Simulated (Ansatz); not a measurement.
Input

```
crystal:
  periodic: [false, false, false]
  atoms:
    - {symbol: Ga, position_ang: [-0.035702, -0.059937, -0.000356]}
    - {symbol: Cl, position_ang: [2.076529, -0.145464, 0.014521]}
    - {symbol: Cl, position_ang: [-1.116604, 1.756794, -0.015470]}
    - {symbol: F, position_ang: [-0.924224, -1.551393, 0.001315]}
basis:
  gaussian: {orbitals: def2-TZVP, initial_orbitals: start.molden}
hamiltonian: {xc: pbe0, dispersion: d4}
scf: {omitted_lower_state_checks: [starts]}
output: {orbitals: {seedname: orbitals}}
```

Command:

```sh
ansatz run in.yaml --threads 4 --pin off --events-out ev --progress --plain --max-ram 3916MiB
```

Geometry: r2SCAN-D4/def2-SVP.

All numbers below come from RKS PBE0-D4/def2-TZVP (Ansatz).

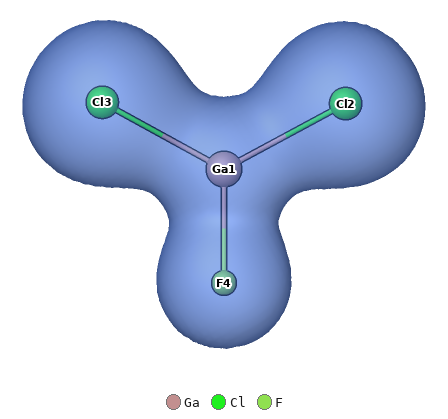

Cl2FGa. Isosurface of the electron density at 0.2 e/Å³ (blue), seen across its widest extent.

> How is the density connected at this value?

At this value the surface is in one piece. It bridges the sampled Ga–F (1.74 Å) and Ga–Cl (2.11 Å) contacts, where the density stays above the isovalue. On the grid the lowest density along these lines, outside the cores, is 0.93 e/Å³ (Ga–F, 1.74 Å) and 0.71 e/Å³ (Ga–Cl, 2.11 Å).
